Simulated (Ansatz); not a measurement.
# The perfect Ge wire along [100], 9 atoms a period, H-terminated, part 3 of 3

What gap, if any, does the Ge wire along [100], 9 atoms a period, H-terminated have, and how does it change with the functional and under strain?

Ansatz 0.2.0; DFT PBE, plane waves, PAW; relaxation of a wire's period; PAW set soft_1 (the session's first sound run).

So far, band gap (eV): step 3 (the perfect wire, PBE) 3.78; step 4 (levels at the same atoms, cutoff 500 eV, k-mesh 1×1×11, r2SCAN PBE) 4.21; step 5 (levels at the same atoms, level HSE06, cutoff 420 eV, HSE06 PBE) 4.69; step 6 (with spin-orbit coupling, k-mesh 1×1×9, PBE spin-orbit) 3.73.

### Step 8. At a strained period, period over the relaxed period 1.1

This step: DFT PBE, plane waves, PAW; relaxation at a fixed period; PAW set soft_1 (Ansatz 0.2.0).

The period is set to 1.1 times the relaxed one and the atoms relax within it: strain changes bond lengths and angles, which shifts the bands against each other. Against the first PBE run of this kind, the mesh along the wire has 10 points against 14.

The cell differs from the one that the last finished run ended in (c 5.745 → 6.319 Å).

The input, input.yaml:

```yaml
crystal:
  lattice:
    - [14.361, 0.0, 0.0]
    - [0.0, 14.361, 0.0]
    - [0.0, 0.0, 6.3190002553]
  atoms:
    - { symbol: Ge, position: [0.500011588, 0.500011588, 0.0] }
    - { symbol: H, position: [0.339483526, 0.339483526, 0.096533899] }
    - { symbol: H, position: [0.66053965, 0.66053965, 0.096533899] }
    - { symbol: Ge, position: [0.401935382, 0.401935382, 0.253003218] }
    - { symbol: Ge, position: [0.598087794, 0.598087794, 0.253003218] }
    - { symbol: H, position: [0.239736756, 0.561704556, 0.346747101] }
    - { symbol: H, position: [0.438318621, 0.76028642, 0.346747101] }
    - { symbol: H, position: [0.561704556, 0.239736756, 0.346747101] }
    - { symbol: H, position: [0.76028642, 0.438318621, 0.346747101] }
    - { symbol: Ge, position: [0.303335208, 0.500011588, 0.5] }
    - { symbol: Ge, position: [0.500011588, 0.303335208, 0.5] }
    - { symbol: Ge, position: [0.500011588, 0.696687969, 0.5] }
    - { symbol: Ge, position: [0.696687969, 0.500011588, 0.5] }
    - { symbol: H, position: [0.239736756, 0.438318621, 0.653252899] }
    - { symbol: H, position: [0.438318621, 0.239736756, 0.653252899] }
    - { symbol: H, position: [0.561704556, 0.76028642, 0.653252899] }
    - { symbol: H, position: [0.76028642, 0.561704556, 0.653252899] }
    - { symbol: Ge, position: [0.401935382, 0.598087794, 0.746996782] }
    - { symbol: Ge, position: [0.598087794, 0.401935382, 0.746996782] }
    - { symbol: H, position: [0.339483526, 0.66053965, 0.903466101] }
    - { symbol: H, position: [0.66053965, 0.339483526, 0.903466101] }
kpoints:
  mp_grid: { grid: [1, 1, 10] }
  band_path: { path: ["Γ", Z], npoints: 90 }
scf:
  occupations: { method: fermi_dirac, width: 0.05 }
hamiltonian:
  xc: pbe
  pseudopotentials: { kind: paw, azcp: { folder: soft_1 } }
relax:
  max_steps: 40
  f_tol: 0.02
output:
  stress: true
```

Run with:

```sh
$ ansatz run input.yaml --threads 4 --pin off --max-ram 16384MiB --backend cpu --events-out ev --progress --plain --runs-dir out
```

Numbers of over 12 decimals in the logs are rounded to 6 here.

The log of the run:

```text
Warning: output.stress: scf.convergence.dr2_threshold = 1e-7 eV (the SCF's general default) is looser than the 2.1e-9 eV advised for a printed stress (1e-10 eV for each atom of the cell: 21). What an SCF threshold leaves in a stress goes as its square root, and in the free energy as the threshold itself, and one threshold admits the most on a small cell: [figures from the program's tests cut] Every solve of this run  [...]
[...]
Crystal: 21 atoms, lattice volume = 1303.220 Å³
Basis set: ecut = 420 eV, 25489 PW (Γ), exchange–correlation on 192×192×90 points (8 copies of the dense FFT grid, shifted against one another)
Bands: 90, of which v1, the nominal top of the filled ones, is band 69 counted from 1 (68 counted from 0)
Symmetry: 8 space group operations
[...]
k-points: 6 of 10
[...]
SCF iter   1: F=—  HF=-38844.699383 eV  |F-HF|=—  |Δ(HF+E_count)|=         —  Δρ=2.89e-2  dr2=9.29e0  ethr=3.10e-3  ⟨swp⟩=7.2  Hψ=2290  notcnv=0  defer=6
[...]
SCF iter   7: F=-38841.985324 eV  HF=-38841.985319 eV  |F-HF|=5.12e-6  |Δ(HF+E_count)|=   4.69e-5  Δρ=1.76e-5  dr2=3.66e-6  ethr=7.25e-9  ⟨swp⟩=5.0  Hψ=1625  notcnv=0
SCF 1 converged in 7 iterations: F = -38841.985324 eV  dr2 = 3.66e-6
[...]
relax step   1: F+E_penalty+E_count = -38841.98532421 eV  Δ(F+E_penalty+E_count) = +0.000e0 eV  max|allowed force component| = 5.956e-1 eV/Å  Δτ_max = 0.0000 Å  (7 SCF iters, dr2 threshold 1.00e-5 eV, accepted)
[...]
SCF iter   6: F=-38842.522714 eV  HF=-38842.522719 eV  |F-HF|=4.69e-6  |Δ(HF+E_count)|=   3.02e-7  Δρ=1.36e-5  dr2=7.03e-6  ethr=1.61e-8  ⟨swp⟩=4.7  Hψ=1814  notcnv=0
SCF 2 converged in 6 iterations: F = -38842.522714 eV  dr2 = 7.03e-6
relax step   2: F+E_penalty+E_count = -38842.52271444 eV  Δ(F+E_penalty+E_count) = -5.374e-1 eV  max|allowed force component| = 4.254e-1 eV/Å  Δτ_max = 0.1949 Å  (6 SCF iters, dr2 threshold 2.22e-5 eV, accepted)
SCF iter   1: F=—  HF=-38842.676391 eV  |F-HF|=—  |Δ(HF+E_count)|=         —  Δρ=4.68e-3  dr2=1.68e-1  ethr=1.14e-3  ⟨swp⟩=4.2  Hψ=1079  notcnv=0  defer=81
[...]
SCF iter   6: F=-38842.648788 eV  HF=-38842.648789 eV  |F-HF|=1.00e-6  |Δ(HF+E_count)|=   3.51e-6  Δρ=8.83e-6  dr2=1.38e-6  ethr=8.20e-9  ⟨swp⟩=5.0  Hψ=1567  notcnv=0
SCF 3 converged in 6 iterations: F = -38842.648788 eV  dr2 = 1.38e-6
[...]
relax step   3: F+E_penalty+E_count = -38842.64878753 eV  Δ(F+E_penalty+E_count) = -1.261e-1 eV  max|allowed force component| = 1.703e-1 eV/Å  Δτ_max = 0.1083 Å  (6 SCF iters, dr2 threshold 1.13e-5 eV, accepted)
[...]
relax step   4: F+E_penalty+E_count = -38842.65989092 eV  Δ(F+E_penalty+E_count) = -1.110e-2 eV  max|allowed force component| = 2.064e-2 eV/Å  Δτ_max = 0.0285 Å  (5 SCF iters, dr2 threshold 4.65e-6 eV, accepted)
SCF iter   1: F=—  HF=-38842.660774 eV  |F-HF|=—  |Δ(HF+E_count)|=         —  Δρ=5.84e-4  dr2=2.87e-3  ethr=1.90e-5  ⟨swp⟩=2.0  Hψ=861  notcnv=0  defer=81
[...]
SCF iter   6: F=-38842.660648 eV  HF=-38842.660648 eV  |F-HF|=1.11e-8  |Δ(HF+E_count)|=   1.01e-7  Δρ=9.49e-7  dr2=1.41e-8  ethr=7.25e-11  ⟨swp⟩=4.7  Hψ=1571  notcnv=0
SCF 5 converged in 6 iterations: F = -38842.660648 eV  dr2 = 1.41e-8
[...]
relax step   5: F+E_penalty+E_count = -38842.66064791 eV  Δ(F+E_penalty+E_count) = -7.570e-4 eV  max|allowed force component| = 1.817e-2 eV/Å  Δτ_max = 0.0144 Å  (6 SCF iters, accepted)
[...]
the band table was solved once a step of the walk had ended and its energy, with any forces and stress, was formed, with the checks that follow a solve (3199 applications of the Hamiltonian). They found nothing against the state; the energy, forces and stress were not computed again (output.eigenvalues in the input reference)
[...]
SCF converged after 6 iterations
Free energy (F): -38842.660648 eV
[...]
Internal energy: -38842.660648 eV  (E = F + TS)
E sigma→0 (E₀):  -38842.660648 eV
Fermi energy:    -2.213121 eV
[...]
--- Forces (eV/Å), atoms counted from 1 ---
  atom   1  Ge     0.00000000    -0.00000000    -0.00000000
  atom   2  H     -0.00422726    -0.00422726     0.00407966
  atom   3  H      0.00422726     0.00422726     0.00407966
  atom   4  Ge     0.00560769     0.00560769    -0.01817071
  atom   5  Ge    -0.00560769    -0.00560769    -0.01817071
  atom   6  H      0.00237939    -0.00184401    -0.00457533
  atom   7  H      0.00184401    -0.00237939    -0.00457533
  atom   8  H     -0.00184401     0.00237939    -0.00457533
  atom   9  H     -0.00237939     0.00184401    -0.00457533
  atom  10  Ge     0.00136002     0.00000000    -0.00000000
  atom  11  Ge     0.00000000     0.00136002    -0.00000000
  atom  12  Ge     0.00000000    -0.00136002     0.00000000
  atom  13  Ge    -0.00136002     0.00000000     0.00000000
  atom  14  H      0.00237939     0.00184401     0.00457533
  atom  15  H      0.00184401     0.00237939     0.00457533
  atom  16  H     -0.00184401    -0.00237939     0.00457533
  atom  17  H     -0.00237939    -0.00184401     0.00457533
  atom  18  Ge     0.00560769    -0.00560769     0.01817071
  atom  19  Ge    -0.00560769     0.00560769     0.01817071
  atom  20  H     -0.00422726     0.00422726    -0.00407966
  atom  21  H      0.00422726    -0.00422726    -0.00407966
  max |Σ_I F_I| component: 2.60e-18 eV/Å
--- Stress (GPa, compression-positive) ---
       -0.005350      -0.000000       0.000000
       -0.000000      -0.005350      -0.000000
        0.000000      -0.000000      -0.515131
  P = ⅓ Tr σ = -0.1753 GPa (-1.753 kbar)
--- Band table (eV; the first three rows and the last of 6) ---
  k-point 0: bands = [... 65 lower, -4.3101, -4.0799, -4.0554, -4.0554, -0.2663, 0.0243, 0.2481, 0.2481, ... 17 higher]
  k-point 1: bands = [... 65 lower, -4.3298, -4.1000, -4.0586, -4.0586, -0.2813, 0.1197, 0.1616, 0.1616, ... 17 higher]
  k-point 2: bands = [... 65 lower, -4.3800, -4.1690, -4.0599, -4.0599, -0.3312, 0.0082, 0.0082, 0.3890, ... 17 higher]
  k-point 5: bands = [... 65 lower, -4.5660, -4.5250, -4.0011, -4.0011, -0.4921, -0.1717, -0.1717, 0.6359, ... 17 higher]
--- Relaxed structure (5 steps of the walk, 5 accepted, 0 SCFs on fresh bases) ---
  F+E_penalty+E_count = -38842.66064791 eV   max|allowed force component| = 1.817e-2 eV/Å
  atoms:
    - { symbol: Ge, position: [0.500012, 0.500012, 3.20279153907106e-19] }
    - { symbol: H, position: [0.339734, 0.339734, 0.133908] }
    - { symbol: H, position: [0.660289, 0.660289, 0.133908] }
    - { symbol: Ge, position: [0.406398, 0.406398, 0.254615] }
    - { symbol: Ge, position: [0.593626, 0.593626, 0.254615] }
    - { symbol: H, position: [0.247340, 0.568748, 0.379714] }
    - { symbol: H, position: [0.431275, 0.752684, 0.379714] }
    - { symbol: H, position: [0.568748, 0.247340, 0.379714] }
    - { symbol: H, position: [0.752684, 0.431275, 0.379714] }
    - { symbol: Ge, position: [0.311340, 0.500012, 0.500000] }
    - { symbol: Ge, position: [0.500012, 0.311340, 0.500000] }
    - { symbol: Ge, position: [0.500012, 0.688683, 0.500000] }
    - { symbol: Ge, position: [0.688683, 0.500012, 0.500000] }
    - { symbol: H, position: [0.247340, 0.431275, 0.620286] }
    - { symbol: H, position: [0.431275, 0.247340, 0.620286] }
    - { symbol: H, position: [0.568748, 0.752684, 0.620286] }
    - { symbol: H, position: [0.752684, 0.568748, 0.620286] }
    - { symbol: Ge, position: [0.406398, 0.593626, 0.745385] }
    - { symbol: Ge, position: [0.593626, 0.406398, 0.745385] }
    - { symbol: H, position: [0.339734, 0.660289, 0.866092] }
    - { symbol: H, position: [0.660289, 0.339734, 0.866092] }
```

It took 4.3 min on 4 threads of Arm Neoverse V1, shared host; peak memory 6 GiB.

Step by step:

| step | energy less that of the first step (eV) | largest force component (eV/Å) |
| --- | --- | --- |
| 1 | 0.0000 | 0.5956 |
| 2 | -0.5374 | 0.4254 |
| 3 | -0.6635 | 0.1703 |
| 4 | -0.6746 | 0.0206 |
| 5 | -0.6753 | 0.0182 |

The run keeps the 8 symmetry operations that it works with, so distortions that break them were not tested.

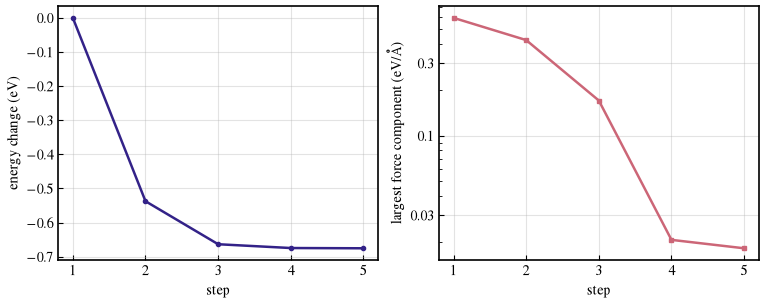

Energy and largest force along the relaxation.

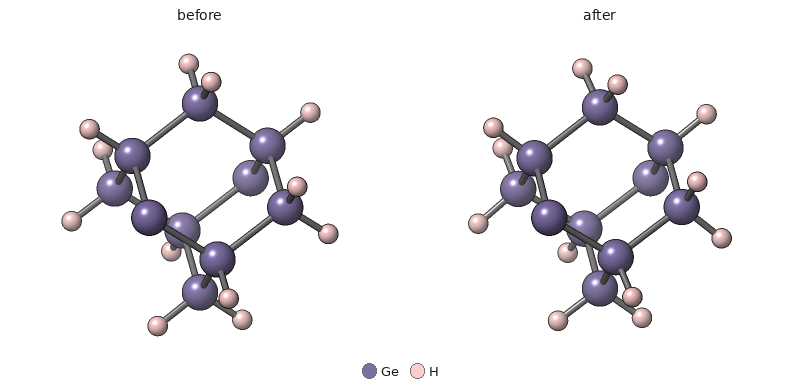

The structure before and after the relaxation, drawn at the same scale.

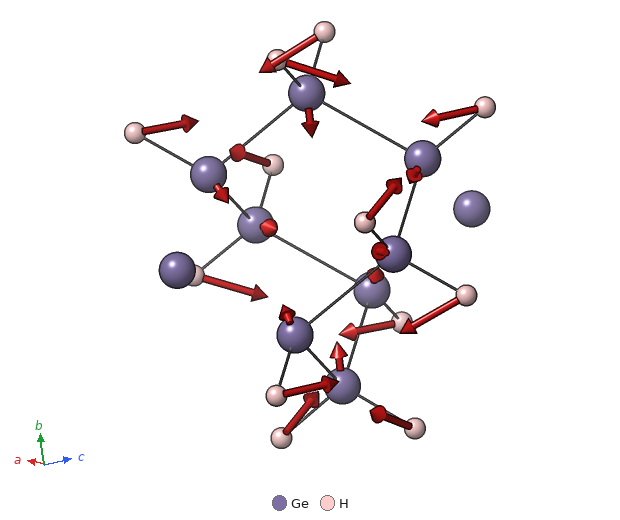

Displacements in the relaxation, exaggerated; the longest in the cell stands for 0.26 Å. Some periodic images of atoms are drawn too.

The atoms that moved most (Å):

| atom | dx | dy | dz | length |
| --- | --- | --- | --- | --- |
| H14 | 0.109 | -0.101 | -0.208 | 0.256 |
| H15 | -0.101 | 0.109 | -0.208 | 0.256 |
| H7 | -0.101 | -0.109 | 0.208 | 0.256 |
| H9 | -0.109 | -0.101 | 0.208 | 0.256 |
| H8 | 0.101 | 0.109 | 0.208 | 0.256 |
| H6 | 0.109 | 0.101 | 0.208 | 0.256 |
| H16 | 0.101 | -0.109 | -0.208 | 0.256 |
| H17 | -0.109 | 0.101 | -0.208 | 0.256 |

Final coordinates:

```xyz
21
Lattice="14.3610 0.0000 0.0000 0.0000 14.3610 0.0000 0.0000 0.0000 6.3190" Properties=species:S:1:pos:R:3
Ge    7.1807    7.1807    0.0000
H     4.8789    4.8789    0.8462
H     9.4824    9.4824    0.8462
Ge    5.8363    5.8363    1.6089
Ge    8.5251    8.5251    1.6089
H     3.5520    8.1678    2.3994
H     6.1935   10.8093    2.3994
H     8.1678    3.5520    2.3994
H    10.8093    6.1935    2.3994
Ge    4.4712    7.1807    3.1595
Ge    7.1807    4.4712    3.1595
Ge    7.1807    9.8902    3.1595
Ge    9.8902    7.1807    3.1595
H     3.5520    6.1935    3.9196
H     6.1935    3.5520    3.9196
H     8.1678   10.8093    3.9196
H    10.8093    8.1678    3.9196
Ge    5.8363    8.5251    4.7101
Ge    8.5251    5.8363    4.7101
H     4.8789    9.4824    5.4728
H     9.4824    4.8789    5.4728
```

This step gave:

```yaml
band_gap: 3.509 eV
```

Electronic bands along the path, in eV, zero at the Fermi level; v1 is the highest filled band, c1 the lowest empty one:

| point | v4 | v3 | v2 | v1 | c1 | c2 | c3 | c4 |
| --- | --- | --- | --- | --- | --- | --- | --- | --- |
| Γ | -2.10 | -1.87 | -1.84 | -1.84 | 1.95 | 2.24 | 2.46 | 2.46 |
| Z | -2.35 | -2.31 | -1.79 | -1.79 | 1.72 | 2.04 | 2.04 | 2.85 |

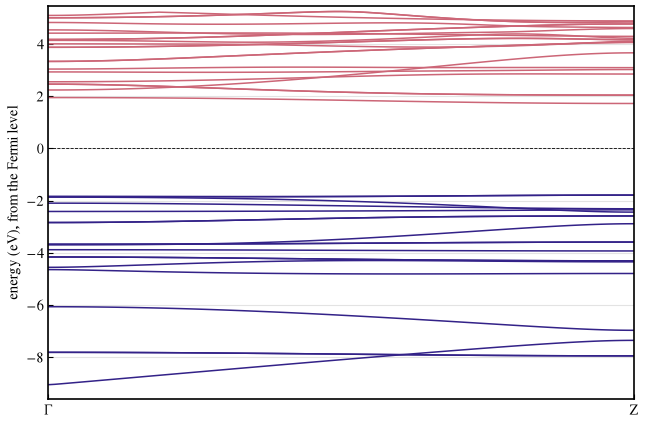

Electronic bands along the path; lines of filled and empty bands in two colours.

The gap is 3.51 eV, against 3.78 eV under PBE at the relaxed period.

### Step 9. At a strained period, period over the relaxed period 1.06

The period is set to 1.06 times the relaxed one and the atoms relax within it: strain changes bond lengths and angles, which shifts the bands against each other. Against the first PBE run of this kind, the mesh along the wire has 10 points against 14.

The cell differs from the one that the last finished run ended in (c 6.319 → 6.089 Å).

input.yaml: that of step 8 with these lines changed.

```diff
@@ -4,3 +4,3 @@
     - [0.0, 14.361, 0.0]
-    - [0.0, 0.0, 6.3190002553]
+    - [0.0, 0.0, 6.0892184278]
   atoms:
```

The log of the run:

```text
[...]
Crystal: 21 atoms, lattice volume = 1255.830 Å³
Basis set: ecut = 420 eV, 24505 PW (Γ), exchange–correlation on 192×192×90 points (8 copies of the dense FFT grid, shifted against one another)
Bands: 90, of which v1, the nominal top of the filled ones, is band 69 counted from 1 (68 counted from 0)
Symmetry: 8 space group operations
[...]
- { symbol: H, position: [0.244513, 0.434242, 0.633679] }
    - { symbol: H, position: [0.434242, 0.244513, 0.633679] }
    - { symbol: H, position: [0.565781, 0.755510, 0.633679] }
    - { symbol: H, position: [0.755510, 0.565781, 0.633679] }
    - { symbol: Ge, position: [0.404565, 0.595458, 0.746064] }
    - { symbol: Ge, position: [0.595458, 0.404565, 0.746064] }
    - { symbol: H, position: [0.339395, 0.660628, 0.879633] }
    - { symbol: H, position: [0.660628, 0.339395, 0.879633] }
[key lines of the parts left out:]
SCF converged after 3 iterations
Free energy (F): -38842.781195 eV
Fermi energy:    -2.057360 eV
P = ⅓ Tr σ = -0.1014 GPa (-1.014 kbar)
```

Elapsed: 4.2 min, on 4 threads; peak memory 5.8 GiB; 17 min of CPU time.

Step by step:

| step | energy less that of the first step (eV) | largest force component (eV/Å) |
| --- | --- | --- |
| 1 | 0.0000 | 0.3777 |
| 2 | -0.1908 | 0.4053 |
| 3 | -0.2569 | 0.1201 |
| 4 | -0.2614 | 0.0155 |
| 5 | -0.2614 | 0.0156 |

The run keeps the 8 symmetry operations that it works with, so distortions that break them were not tested.

The atoms that moved most (Å):

| atom | dx | dy | dz | length |
| --- | --- | --- | --- | --- |
| H14 | 0.069 | -0.059 | -0.119 | 0.149 |
| H15 | -0.059 | 0.069 | -0.119 | 0.149 |
| H7 | -0.059 | -0.069 | 0.119 | 0.149 |
| H9 | -0.069 | -0.059 | 0.119 | 0.149 |
| H8 | 0.059 | 0.069 | 0.119 | 0.149 |
| H6 | 0.069 | 0.059 | 0.119 | 0.149 |
| H16 | 0.059 | -0.069 | -0.119 | 0.149 |
| H17 | -0.069 | 0.059 | -0.119 | 0.149 |

Final coordinates:

```xyz
21
Lattice="14.3610 0.0000 0.0000 0.0000 14.3610 0.0000 0.0000 0.0000 6.0892" Properties=species:S:1:pos:R:3
Ge    7.1807    7.1807    0.0000
H     4.8740    4.8740    0.7329
H     9.4873    9.4873    0.7329
Ge    5.8100    5.8100    1.5463
Ge    8.5514    8.5514    1.5463
H     3.5114    8.1252    2.2306
H     6.2362   10.8499    2.2306
H     8.1252    3.5114    2.2306
H    10.8499    6.2362    2.2306
Ge    4.4267    7.1807    3.0446
Ge    7.1807    4.4267    3.0446
Ge    7.1807    9.9346    3.0446
Ge    9.9346    7.1807    3.0446
H     3.5114    6.2362    3.8586
H     6.2362    3.5114    3.8586
H     8.1252   10.8499    3.8586
H    10.8499    8.1252    3.8586
Ge    5.8100    8.5514    4.5429
Ge    8.5514    5.8100    4.5429
H     4.8740    9.4873    5.3563
H     9.4873    4.8740    5.3563
```

This step gave:

```yaml
band_gap: 3.648 eV
```

The electronic bands at the labelled points (eV, zero at the Fermi level; v1 is the highest filled band, c1 the lowest empty one):

| point | v4 | v3 | v2 | v1 | c1 | c2 | c3 | c4 |
| --- | --- | --- | --- | --- | --- | --- | --- | --- |
| Γ | -2.17 | -1.90 | -1.90 | -1.90 | 2.05 | 2.20 | 2.42 | 2.42 |
| Z | -2.40 | -2.31 | -1.87 | -1.87 | 1.78 | 2.14 | 2.14 | 2.74 |

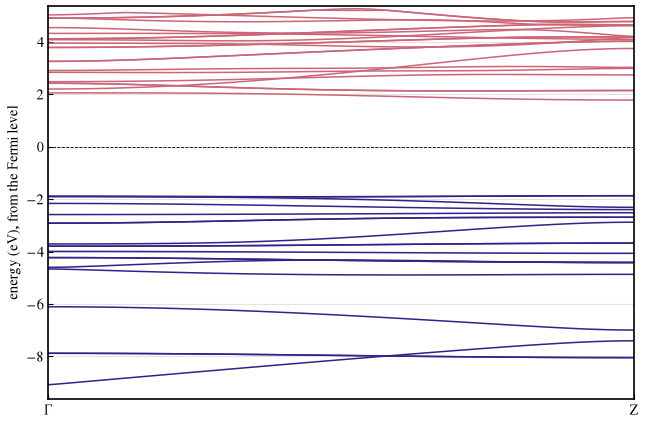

Electronic bands along the path; lines of filled and empty bands in two colours.

The gap is 3.65 eV, against 3.78 eV under PBE at the relaxed period.

### Step 10. Outcome

- cell length, PBE: 5.745 Å
- gap, PBE: 3.78 eV
- gap, r2SCAN: 4.21 eV
- gap, HSE06: 4.69 eV
- gap, with spin-orbit coupling: 3.73 eV
- gap, period scaled by 1.1: 3.51 eV
- gap, period scaled by 1.06: 3.65 eV

Under PBE the cell's length is 5.74 Å, and a gap of 3.78 eV makes it a semiconductor. At the relaxed period the wire is gapped under every functional, from 3.78 eV (PBE) to 4.69 eV (HSE06). Weak screening in one dimension makes quasiparticle gaps larger than the semilocal gaps, as a rule. Spin-orbit coupling changes the gap from 3.78 to 3.73 eV. Strain matters: under PBE the gap goes from 3.78 eV to 3.65 eV at 1.06 times the period and 3.51 eV at 1.1 times the period. A hybrid's gap is read on a coarse mesh, without a band path.

[Logs are printed without paths, hosts, clocks, repeated set-up lines and the standing remarks that a program may print on its own settings, such as how far it seeks lower states.]

[Hosts, paths, dates, database ids (printed as entryN), source tags and the programs' standing remarks are cut or masked in the printed files.]
